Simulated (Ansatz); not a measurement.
```xyz
10

C    -1.3342    0.1401    0.6734
Ga   -0.1847    0.3121   -0.8989
S     2.1429   -0.5140   -0.1385
Cl   -0.3436   -1.1199   -2.5214
Cl    0.5294    2.2670   -1.5128
H    -1.3991   -0.9013    0.9919
H    -0.9592    0.7516    1.4953
H    -2.3388    0.4847    0.4207
H     1.7515   -1.6433    0.4777
H     2.2191    0.1718    1.0156
```

Geometry: PBE0-D4/def2-TZVP.

Theory: RKS PBE0-D4/def2-TZVPP (Ansatz 0.2.0).

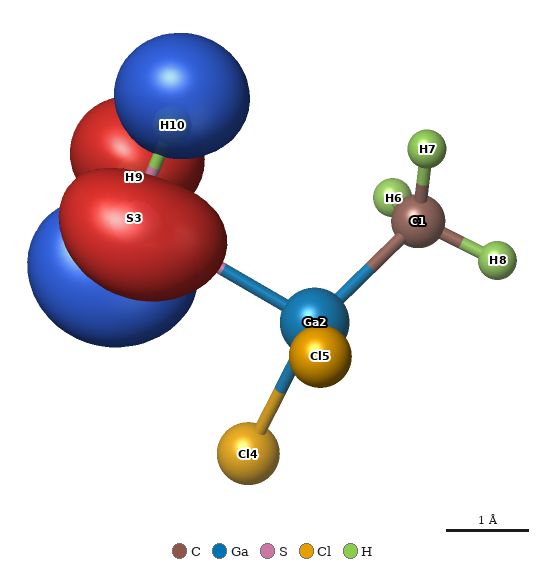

CH5Cl2GaS (SMILES [CH3][Ga-]([SH2+])([Cl])[Cl]). One frontier orbital at ±0.15 Å⁻³ᐟ² (blue and red are the two phases), seen at a tilt.

Q: Which orbital is it: HOMO or LUMO?

A: The LUMO, at −0.73 eV. By Hirshfeld shares it lies mainly on S3 (about 55 %), H9 (about 20 %) and H10 (about 20 %).
